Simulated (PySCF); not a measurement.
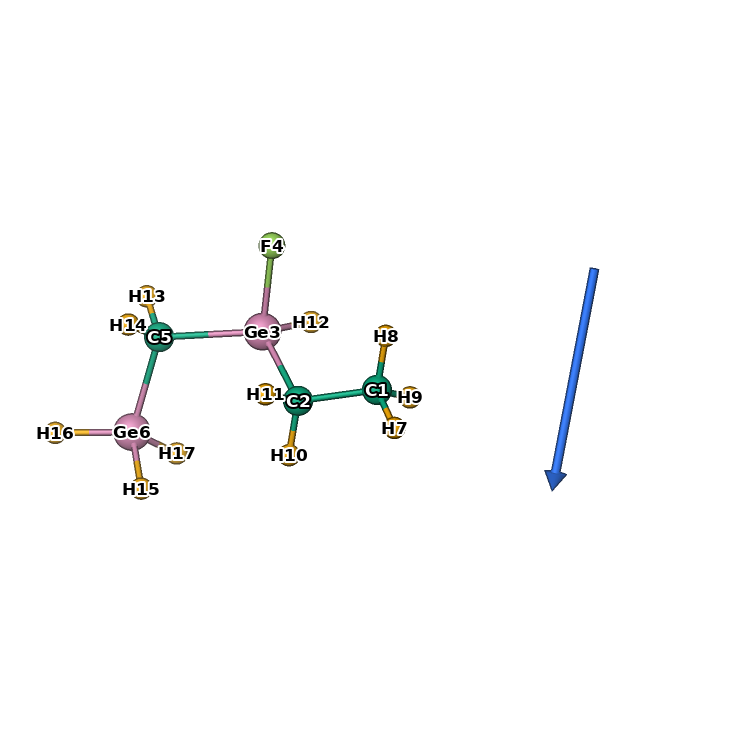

The arrow beside the molecule shows the direction of the dipole moment, from the negative to the positive end (its length means nothing). The geometry was computed by an optimisation with GFN2-xTB. No frequency run is at hand to confirm it as a minimum. Properties computed with PBE0/def2-SVPD, gas phase (PySCF 2.14.0).

> How large is the dipole moment?

2.33 D; it points from the side of F4 to the side of H15 (the outermost atoms at the two ends).

The geometry is semi-empirical. Around Ge such bond lengths and angles can be off by a tenth of an ångström or more and by several degrees, and values that hang on the shape move with them.
